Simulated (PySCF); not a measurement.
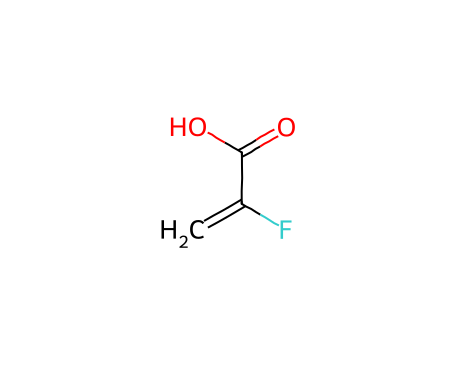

A structural formula.

Write the SMILES.

C=C(F)C(=O)O

What is the molecular formula?

C3H3FO2.

An optimisation with PBE0-D3(BJ)/def2-SVP gave a structure of which point group?

Cs. Other conformers may differ.

The parts below concern this one geometry. Atoms keep their numbers from picture to picture. The geometry was computed by an optimisation with PBE0-D3(BJ)/def2-SVP. No frequency run is at hand to confirm it as a minimum.

Geometry

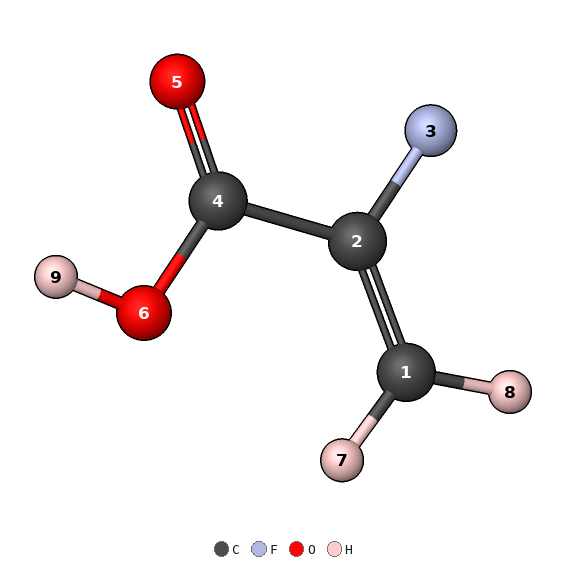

No frequency run is at hand to confirm it as a minimum.

List the bonds and their lengths.

```json
{"bond": "C1–C2", "length (Å)": "1.331", "order": "double"}
{"bond": "C1–H7", "length (Å)": "1.089", "order": "single"}
{"bond": "C1–H8", "length (Å)": "1.091", "order": "single"}
{"bond": "C2–F3", "length (Å)": "1.324", "order": "single"}
{"bond": "C2–C4", "length (Å)": "1.491", "order": "single"}
{"bond": "C4–O5", "length (Å)": "1.200", "order": "double"}
{"bond": "C4–O6", "length (Å)": "1.338", "order": "single"}
{"bond": "O6–H9", "length (Å)": "0.969", "order": "single"}
```

Quadrupole coupling

No frequency run is at hand to confirm it as a minimum. Electric field gradients from the ground-state density, PBE0/def2-SVP (PySCF 2.14.0), non-relativistic apart from any core potentials.

Give the largest field-gradient component, the quadrupole coupling constant and the asymmetry for 17O at O5 (Q = −25.6 mb), 17O at O6 (Q = −25.6 mb).

| atom | V_zz (a.u.) | e²qQ/h (MHz) | η |
| --- | --- | --- | --- |
| O5 | −1.554 | 9.35 | 0.15 |
| O6 | 1.516 | −9.12 | 0.58 |

NMR shielding

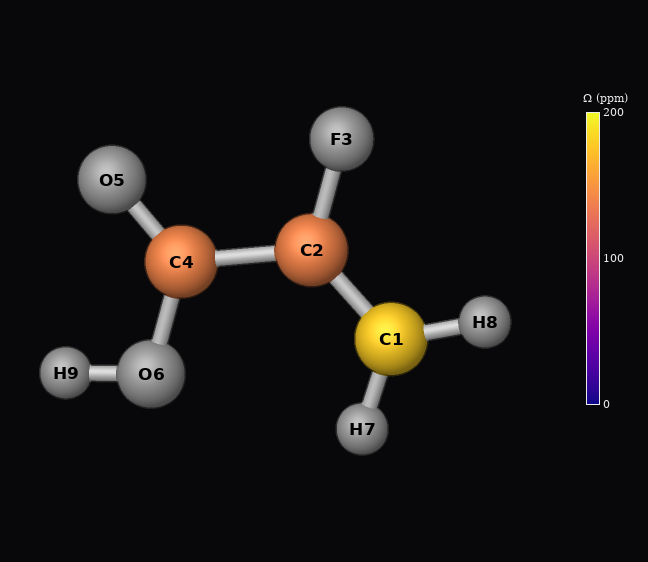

The C atoms are coloured by the span of their shielding tensor. No frequency run is at hand to confirm it as a minimum. Level of theory: GIAO PBE0/6-31G* NMR shielding, non-relativistic, gas phase (PySCF 2.14.0). Principal shieldings σ11 ≤ σ22 ≤ σ33, span Ω = σ33 − σ11, skew κ = 3(σiso − σ22)/Ω.

Which C atom has the most anisotropic shielding?

C1, with a span of 179 ppm.

Give the shielding tensors of the C atoms.

```json
{"atom": "C1", "σ11": "−4.2", "σ22": "105.7", "σ33": "174.7", "σiso": "92.1", "Ω": "179.0", "κ": "−0.23"}
{"atom": "C2", "σ11": "−43.8", "σ22": "85.9", "σ33": "96.6", "σiso": "46.2", "Ω": "140.4", "κ": "−0.85"}
{"atom": "C4", "σ11": "−46.5", "σ22": "86.3", "σ33": "94.7", "σiso": "44.8", "Ω": "141.2", "κ": "−0.88"}
```

Shieldings and span in ppm.

Levels of theory compared

No frequency run is at hand to confirm it as a minimum. Program: PySCF 2.14.0.

Compare HOMO–LUMO gap (eV) at these levels: PBE0/6-311+G(2d,p); PBE0/6-31G; PBE0/6-31G*; PBE0/STO-3G; PBE0/def2-SVP; PBE0/def2-TZVP.

```json
{"level": "PBE0/6-311+G(2d,p)", "HOMO–LUMO gap (eV)": "6.52"}
{"level": "PBE0/6-31G", "HOMO–LUMO gap (eV)": "6.56"}
{"level": "PBE0/6-31G*", "HOMO–LUMO gap (eV)": "6.65"}
{"level": "PBE0/STO-3G", "HOMO–LUMO gap (eV)": "6.69"}
{"level": "PBE0/def2-SVP", "HOMO–LUMO gap (eV)": "6.64"}
{"level": "PBE0/def2-TZVP", "HOMO–LUMO gap (eV)": "6.57"}
```
